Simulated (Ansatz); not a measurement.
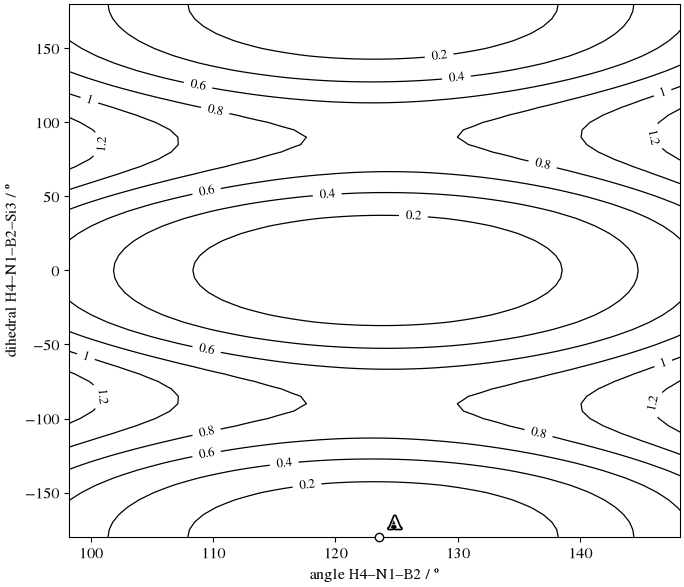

BH₅NSi, SMILES N[B][SiH3], spin multiplicity 2. First axis: angle H4–N1–B2. Second axis: dihedral H4–N1–B2–Si3. Nothing is relaxed (all other coordinates rigid). The scan uses an 11 × 10 grid. Energies: eV, counted from the relaxed molecule at the same level. Theory: UKS PBE0-D4/def2-TZVP (Ansatz 0.2.0).

In the figure: contour lines labelled in eV, the point A. Between grid points the surface is interpolated.

Question: Find the lowest pass out of the well at A.

Answer: The easiest path leads from the well at angle H4–N1–B2 = 123.2°, dihedral H4–N1–B2–Si3 = −180° to a well of about the same depth at angle H4–N1–B2 = 123.2°, dihedral H4–N1–B2–Si3 = 0°. Its highest point lies about 0.77 eV above the bottom of the first well on the interpolated surface, at about angle H4–N1–B2 = 124°, dihedral H4–N1–B2–Si3 = −90°. The start is the relaxed structure and all else is held, so a fully relaxed path at this level can only be lower.

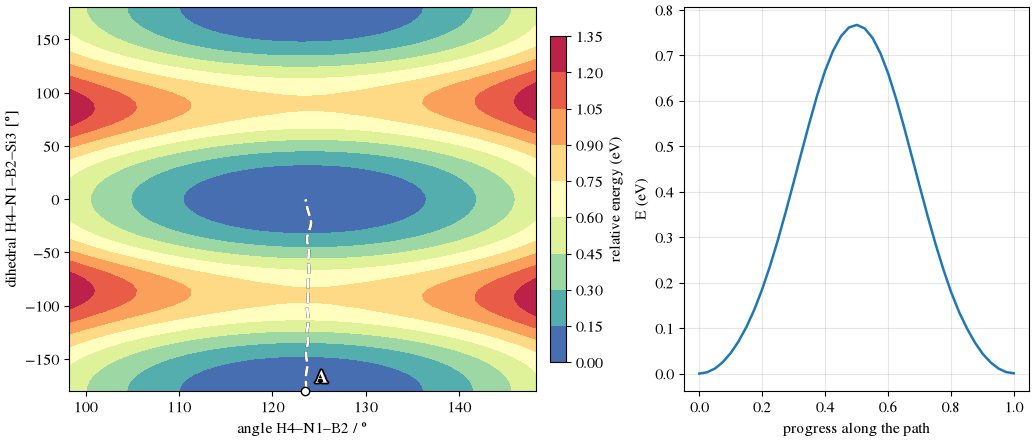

In the figure: filled contours, a line along the lowest path, the energy along the path at the right. Between grid points the surface is interpolated.
